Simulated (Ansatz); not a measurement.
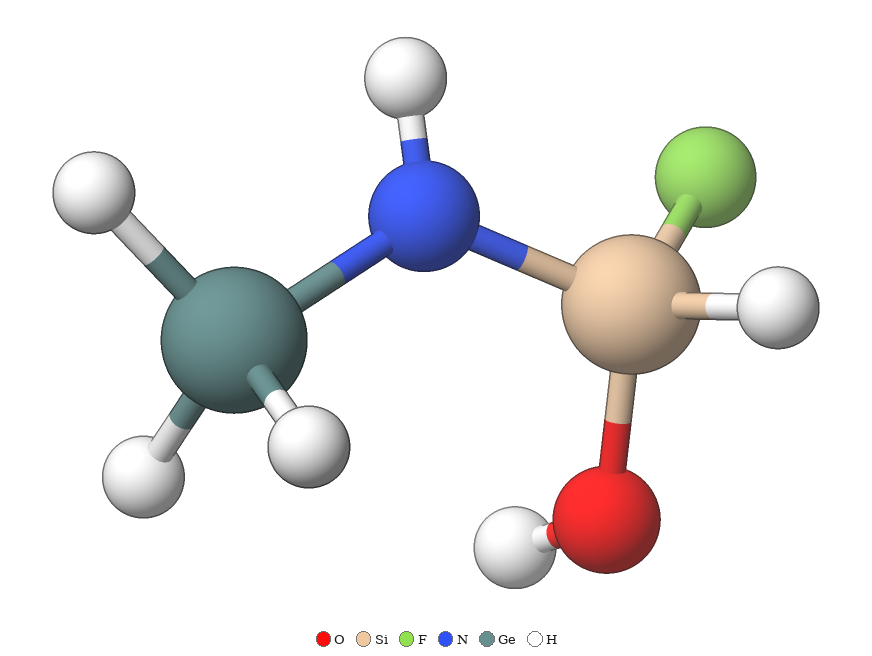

Rendered structure (ball-and-stick style).

The geometry was computed by an optimisation with PBE0-D4/def2-TZVP.

> What is the molecular formula?

FGeH₆NOSi, 11 atoms: 1 fluorine, 1 germanium, 6 hydrogen, 1 nitrogen, 1 oxygen and 1 silicon.

> What is its SMILES?

O[Si@@H](F)[NH][GeH3]

> How many bonds of each kind are drawn?

3 Ge–H, 1 O–Si, 1 F–Si, 1 N–Si, 1 Ge–N, 1 O–H, 1 Si–H, 1 N–H.

> What is the point group of this geometry?

C1.

The parts below concern this one geometry. Atoms keep their numbers from picture to picture.

### Shape

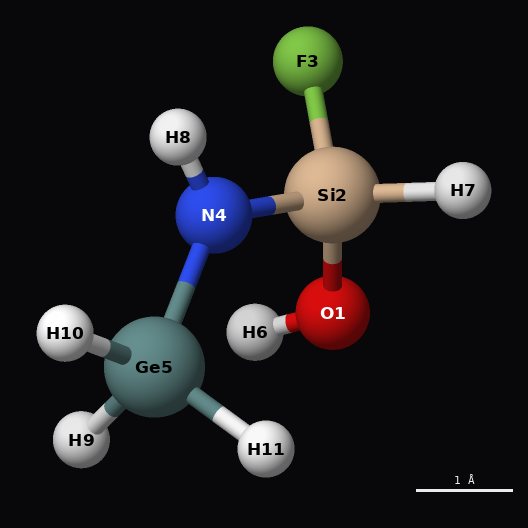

Numbered structure.

List the bonds and their lengths.

| bond | length (Å) |
| --- | --- |
| O1–Si2 | 1.631 |
| O1–H6 | 0.959 |
| Si2–F3 | 1.597 |
| Si2–N4 | 1.698 |
| Si2–H7 | 1.473 |
| N4–Ge5 | 1.845 |
| N4–H8 | 1.009 |
| Ge5–H9 | 1.539 |
| Ge5–H10 | 1.535 |
| Ge5–H11 | 1.537 |

### Levels of theory compared

Program: Ansatz 0.2.0.

Tabulate vertical IP (eV), HOMO–LUMO gap (eV) at these levels: B3LYP-D4/def2-TZVPP; PBE-D4/def2-TZVPP; PBE0-D4/def2-TZVPP; r2SCAN-D4/def2-TZVPP; ωB97M-V/def2-TZVPP; ωB97X-V/def2-TZVPP.

```csv
level,vertical IP (eV),HOMO–LUMO gap (eV)
B3LYP-D4/def2-TZVPP,9.81,7.40
PBE-D4/def2-TZVPP,9.53,5.70
PBE0-D4/def2-TZVPP,9.76,7.92
r2SCAN-D4/def2-TZVPP,9.60,6.43
ωB97M-V/def2-TZVPP,9.94,11.83
ωB97X-V/def2-TZVPP,9.95,12.29
```

### Dipole moment

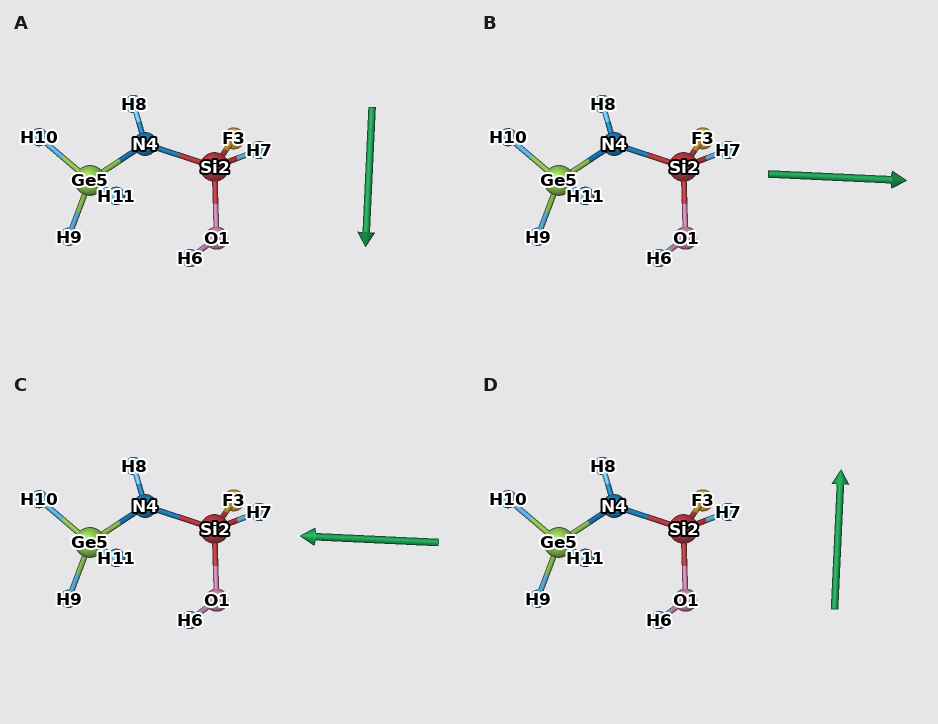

The same molecule four times, each with an arrow. Method: RKS PBE0-D4/def2-TZVP (Ansatz 0.2.0).

> Which arrow points along the dipole moment, from the negative to the positive end?

C. The dipole moment is 2.31 D; it points from the side of H7 to the side of H10 (the outermost atoms at the two ends).

### Vibrations

Harmonic vibrations computed with RKS PBE0-D4/def2-TZVP (Ansatz 0.2.0) at a stationary point of the same level.

> How many vibrational modes are there, and where do they lie?

27 modes: 32, 44, 99, 220, 268, 292, 370, 389, 562, 639, 688, 785, 837, 850, 866, 870, 890, 897, 947, 988, 1181, 2144, 2159, 2172, 2290, 3633, 3912 cm⁻¹.
